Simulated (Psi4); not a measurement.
# CH3ClIn (SMILES [CH3][In][Cl]) at UCCSD(T)/def2-SVP (core potential)

Aim: the vertical ionisation energy of CH3ClIn at UCCSD(T)/def2-SVP (core potential), from 2 runs. The job is set up through a Python script.

The results are computed with Psi4 1.11.

### 1 The structure to begin with

The species is CH3ClIn (6 atoms), meant as a doublet with charge 0. As SMILES, `[CH3][In][Cl]`. Geometry: relaxed at PBE0-D4/def2-TZVP.

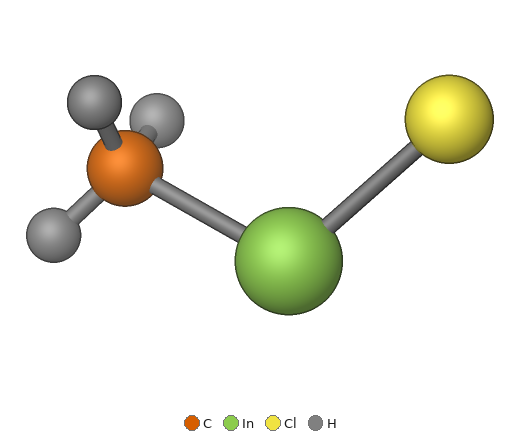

The structure, seen from a chosen angle (carbon orange, indium green, chlorine yellow, hydrogen grey).

### 2 A single-point energy at UCCSD(T)/def2-SVP (core potential)

Input file ch3clin.py:

```python
import psi4

psi4.set_memory('1600 MB')
psi4.set_num_threads(1)
psi4.core.set_output_file('output.dat', False)

mol = psi4.geometry("""
0 2
C
In 1 2.213584
Cl 2 2.382865 1 112.17299
H 1 1.090143 2 106.03448 3 58.60162
H 1 1.087088 4 111.63849 2 -120.38508
H 1 1.090254 5 111.62199 4 124.51137
units angstrom
symmetry c1
no_reorient
no_com
""")

options = {'reference': 'uhf', 'puream': True, 'e_convergence': 1e-09, 'd_convergence': 1e-08, 'scf_type': 'pk', 'num_frozen_docc': 10, 'maxiter': 200}
psi4.set_options(options)

e, wfn = psi4.energy('ccsd(t)/def2-SVP', molecule=mol, return_wfn=True)
print('E =', round(e, 9))
for k, v in sorted(psi4.core.scalar_variables().items()):
    print(f'{k:45s} {v:18.10f}')
```

Run with:

```console
$ python ch3clin.py
```

output.dat:

```text
[...]
    !!!  WARNING: ECP capability is in beta. Please check occupations closely.  !!!
[...]
  Running in c1 symmetry.
[...]
  Nuclear repulsion =  151.824048164443127
[...]
  Multiplicity = 2
[...]
  Nalpha       = 24
  Nbeta        = 23
[...]
    Number of basis functions: 73
[...]
   @UHF iter   1:  -688.04413614226883   -1.49882e+00   6.21288e-03 ADIIS/DIIS
[...]
   @UHF iter  15:  -688.18560493569805   -3.97904e-12   5.75921e-09 DIIS
[...]
   @S^2 Observed:                7.766566366E-01
[...]
    Orbital Energies [Eh]
    ---------------------
    Alpha Occupied:
       1A   -104.735468     2A    -11.244939     3A    -10.497434
       4A     -7.972839     5A     -7.969630     6A     -7.969600
       7A     -5.400565     8A     -3.658407     9A     -3.654420
      10A     -3.651085    11A     -1.066531    12A     -1.049679
      13A     -1.042553    14A     -1.040259    15A     -1.037864
      16A     -0.997520    17A     -0.930139    18A     -0.574737
      19A     -0.572582    20A     -0.529820    21A     -0.439190
      22A     -0.419772    23A     -0.415477    24A     -0.306074
    Alpha Virtual:
      25A      0.026540    26A      0.104171    27A      0.120614
[...]
  @UHF Final Energy:  -688.18560493569805
   => Energetics <=
    Nuclear Repulsion Energy =            151.8240481644431270
    One-Electron Energy =               -1326.1665420381436888
    Two-Electron Energy =                 486.1568889380024530
    Total Energy =                       -688.1856049356980520
  UHF NO Occupations:
  HONO-2 :   22  A 1.9994794
  HONO-1 :   23  A 1.9880266
[...]
 Multipole Moments:
 ------------------------------------------------------------------------------------
     Multipole            Electronic (a.u.)      Nuclear  (a.u.)        Total (a.u.)
 ------------------------------------------------------------------------------------
 L = 1.  Multiply by 2.5417464519 to convert [e a0] to [Debye]
 Dipole X            :         -0.0005606            0.0005669            0.0000063
 Dipole Y            :         30.6641051          -29.4142599            1.2498453
 Dipole Z            :          8.4706108           -9.1073392           -0.6367283
 Magnitude           :                                                    1.4026889
[...]
      * MP2 total energy                      = -688.528959397376184
[...]
      * CCSD total energy                     = -688.565766066162382
[...]
      * CCSD(T) total energy                     = -688.576377307391908
```

Run time: 85 s. Hardware: 1 thread of Intel Xeon Platinum 8259CL at 2.50GHz (Skylake/Cascade Lake), shared host; peak memory 0.39 GiB.

### 3 The singlet cation, same level

Input file job.py:

```python
import psi4

psi4.set_memory(1600000000)
psi4.set_num_threads(1)
psi4.core.set_output_file('psi4.out', False)

geom = psi4.geometry("""
1 1
C      1.39934220    -0.36868557    -0.59790935
In    -1.94944147     2.11044614    -0.22695611
Cl    -5.00645142     0.42310968     2.61632582
H      0.69163976    -2.18509032    -1.26403780
H      2.75389788     0.44427461    -1.91108003
H      2.19019258    -0.54499701     1.29635212
units au
symmetry c1
no_reorient
no_com
""")

options = {'basis': 'def2-SVP', 'reference': 'rhf', 'puream': True, 'e_convergence': 1e-09, 'd_convergence': 1e-08, 'scf_type': 'pk', 'num_frozen_docc': 10}
psi4.set_options(options)

e_tot = psi4.energy('ccsd(t)')
print(f'total energy {e_tot:.8f} hartree = {e_tot * 27.211386:.5f} eV')
for k, v in sorted(psi4.core.scalar_variables().items()):
    print(f'{k:45s} {v:18.10f}')
```

Run with:

```console
$ python job.py
```

psi4.out:

```text
[...]
    !!!  WARNING: ECP capability is in beta. Please check occupations closely.  !!!
[...]
  Running in c1 symmetry.
[...]
  Nuclear repulsion =  151.824057015568854
[...]
  Multiplicity = 1
[...]
  Nalpha       = 23
  Nbeta        = 23
[...]
    Number of basis functions: 73
[...]
   @RHF iter   1:  -687.73517456249169   -1.20891e+00   5.83722e-03 ADIIS/DIIS
[...]
   @RHF iter  12:  -687.90389177518523   -1.09139e-11   9.67176e-09 DIIS
[...]
    Orbital Energies [Eh]
    ---------------------
    Doubly Occupied:
       1A   -104.953485     2A    -11.478576     3A    -10.713545
       4A     -8.187697     5A     -8.185238     6A     -8.185213
       7A     -5.663683     8A     -3.920958     9A     -3.920483
      10A     -3.913812    11A     -1.314214    12A     -1.309106
      13A     -1.306981    14A     -1.301132    15A     -1.299540
      16A     -1.208527    17A     -1.132238    18A     -0.783371
      19A     -0.782168    20A     -0.716669    21A     -0.617296
      22A     -0.617158    23A     -0.601935
[...]
  @RHF Final Energy:  -687.90389177518523
   => Energetics <=
    Nuclear Repulsion Energy =            151.8240570155688545
    One-Electron Energy =               -1315.2298502055984954
    Two-Electron Energy =                 475.5019014148444967
    Total Energy =                       -687.9038917751852296
[...]
 Multipole Moments:
 ------------------------------------------------------------------------------------
     Multipole            Electronic (a.u.)      Nuclear  (a.u.)        Total (a.u.)
 ------------------------------------------------------------------------------------
 L = 1.  Multiply by 2.5417464519 to convert [e a0] to [Debye]
 Dipole X            :        111.2768397         -112.0161616           -0.7393218
 Dipole Y            :        -44.6792579           47.0143074            2.3350495
 Dipole Z            :        -35.3164538           34.2452388           -1.0712150
 Magnitude           :                                                    2.6733040
[...]
      * MP2 total energy                      = -688.249026410375564
[...]
      * CCSD total energy                     = -688.284370263742744
[...]
      * CCSD(T) total energy                  = -688.297392516835316
```

Standard output:

```text
total energy -688.29739252 hartree = -18729.52603 eV
(T) CORRECTION ENERGY                              -0.0130222531
CC D1 DIAGNOSTIC                                    0.0605581742
CC D2 DIAGNOSTIC                                    0.1995337837
CC NEW D1 DIAGNOSTIC                                0.0605581742
CC T1 DIAGNOSTIC                                    0.0160749256
CCSD CORRELATION ENERGY                            -0.3804784886
CCSD DOUBLES ENERGY                                -0.3804784886
CCSD ITERATIONS                                    18.0000000000
CCSD OPPOSITE-SPIN CORRELATION ENERGY              -0.3010289965
CCSD SAME-SPIN CORRELATION ENERGY                  -0.0794494920
CCSD SINGLES ENERGY                                 0.0000000000
CCSD TOTAL ENERGY                                -688.2843702637
CCSD(T) CORRELATION ENERGY                         -0.3935007416
CCSD(T) TOTAL ENERGY                             -688.2973925168
CURRENT CORRELATION ENERGY                         -0.3935007416
CURRENT ENERGY                                   -688.2973925168
CURRENT REFERENCE ENERGY                         -687.9038917752
DD SOLVATION ENERGY                                 0.0000000000
HF KINETIC ENERGY                                 571.8707391894
HF POTENTIAL ENERGY                             -1259.7746309646
HF TOTAL ENERGY                                  -687.9038917752
HF VIRIAL RATIO                                     2.2029010135
MP2 CORRELATION ENERGY                             -0.3451346352
MP2 DOUBLES ENERGY                                 -0.3451346352
MP2 OPPOSITE-SPIN CORRELATION ENERGY               -0.2615202548
MP2 SAME-SPIN CORRELATION ENERGY                   -0.0836143804
MP2 SINGLES ENERGY                                 -0.0000000000
MP2 TOTAL ENERGY                                 -688.2490264104
NUCLEAR REPULSION ENERGY                          151.8240570156
ONE-ELECTRON ENERGY                             -1315.2298502056
PCM POLARIZATION ENERGY                             0.0000000000
PE ENERGY                                           0.0000000000
SCF ITERATION ENERGY                             -687.9038917752
SCF ITERATIONS                                     12.0000000000
SCF TOTAL ENERGY                                 -687.9038917752
TWO-ELECTRON ENERGY                               475.5019014148
```

It took 29 s on 1 thread of Intel Xeon Platinum 8259CL at 2.50GHz (Skylake/Cascade Lake), shared host; peak memory 0.38 GiB.

### 4 Summary of results

At UCCSD(T)/def2-SVP (core potential), 10 core orbitals frozen:

```
                                                                   quantity          value
                                              doublet CH3ClIn: total energy  -688.57638 Eh
doublet CH3ClIn: HOMO energy (Hartree–Fock orbitals) (highest over α and β)       -8.33 eV
 doublet CH3ClIn: LUMO energy (Hartree–Fock orbitals) (lowest over α and β)        0.29 eV
              doublet CH3ClIn: correlation energy (10 core orbitals frozen)     -390.8 mEh
                                            doublet CH3ClIn: (T) correction     -10.61 mEh
                         doublet CH3ClIn: ⟨S²⟩ of the reference determinant          0.777
                                             doublet CH3ClIn: T1 diagnostic          0.018
                                               singlet cation: total energy  -688.29739 Eh
                        singlet cation: HOMO energy (Hartree–Fock orbitals)      -16.38 eV
                        singlet cation: LUMO energy (Hartree–Fock orbitals)       -6.97 eV
                      singlet cation: HOMO–LUMO gap (Hartree–Fock orbitals)        9.41 eV
               singlet cation: correlation energy (10 core orbitals frozen)     -393.5 mEh
                                             singlet cation: (T) correction     -13.02 mEh
                                              singlet cation: T1 diagnostic          0.016
                         vertical ionisation energy (to the singlet cation)       7.592 eV
```

The vertical ionisation energy comes to 7.59 eV (732 kJ/mol). Only the singlet of the ionised species was computed; a triplet could lie lower. The triples (doublet CH3ClIn) make up 2.7 % of the correlation energy. The triples (singlet cation) make up 3.3 % of the correlation energy.
